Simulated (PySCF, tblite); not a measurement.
# C₄H₈BO₃ radical: geometry, infrared bands and EPR parameters

Wanted: the infrared bands and EPR parameters of C₄H₈BO₃ radical (`CCB(O)OC[C]=O`), by calculation.

Computed with tblite 0.8.0 and PySCF 2.14.0, with density-fitted response routines of our own, on a single molecule in the gas phase. Atoms count from 0, in the outputs and in this text.

## 1. Starting geometry

16 atoms, charge 0, multiplicity 2; geometry from: force field or distance geometry start.

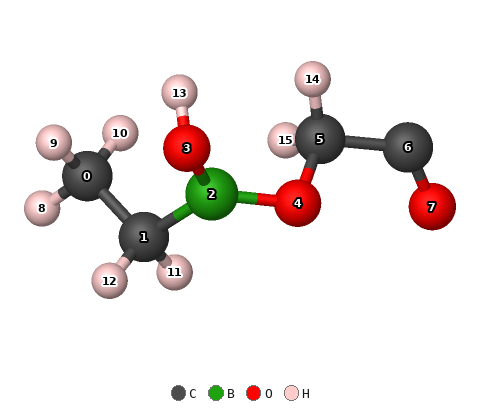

As it starts; carbon dark grey, boron green, oxygen red, hydrogen pink, atoms numbered.

## 2. Relaxing the molecule with GFN2-xTB

What the job is given:

```
{"job": {"kind": "relax", "xc": "GFN2-xTB", "basis": "xTB"}, "charge": 0, "multiplicity": 2}
C     -1.905300    -0.025900    -0.934100
C     -1.387800    -0.356300     0.445900
B     -0.108700     0.535500     0.830100
O     -0.263200     1.995800     0.941500
O      1.179300    -0.097400     1.122800
C      1.916500    -0.179300    -0.083300
C      3.238000    -0.820000     0.202500
O      3.294800    -1.966200     0.622700
H     -2.777200    -0.678400    -1.163700
H     -2.252900     1.034700    -0.972000
H     -1.133100    -0.195500    -1.704100
H     -1.092900    -1.434700     0.486900
H     -2.184800    -0.189900     1.220100
H     -0.051100     2.339100     0.044800
H      2.128200     0.843300    -0.493200
H      1.392500    -0.796000    -0.833500
```

The run is started by

```
$ OMP_NUM_THREADS=1 python probes_run.py task.json out
```

One launch serves the whole session: the jobs run in the order shown.

**Question.** This job is followed by: GFN2-xTB harmonic vibrations, gas phase; UKS B3LYP, pcH-1 on B C H O, non-relativistic, mean-field spin-orbit, GIAO. What will the session give for the following? strongest single infrared mode (GFN2-xTB); zero-point energy (GFN2-xTB); g(iso) (B3LYP); ⟨S²⟩; largest a(iso) (averaged by class); potential on the surface of density 0.002 e/bohr³, 1st and 99th percentile.

The runs gave:

```
                                                                  quantity                  value
                                 strongest single infrared mode (GFN2-xTB)  1181 cm⁻¹, 346 km/mol
                                              zero-point energy (GFN2-xTB)          75.7 kcal/mol
                                                            g(iso) (B3LYP)                2.00074
                                                                      ⟨S²⟩     0.753 (exact 0.75)
                                        largest a(iso) (averaged by class)   13C on C6, 325.5 MHz
potential on the surface of density 0.002 e/bohr³, 1st and 99th percentile     -1.24 V and 2.55 V
```

Relaxing lowered the energy by 1.858 eV in 156 steps; the close pair that moved most is B2–O3, from 1.473 to 1.348 Å. No mode is imaginary among the 42: a minimum at this level. The strongest single mode, at 1181 cm⁻¹, moves mainly B2. GFN2-xTB is a fitted tight-binding method: band positions and strengths are rough. Its intensities can rank the bands wrongly. The largest share of the spin, 0.63 e, sits on C6. The isotropic g lies 1.6 ppt below the free-electron value. These values are for one conformer; the search (at its own cheap level) found 2 more, at 0.81, 1.25 kcal/mol, and measured spectra average over such forms.
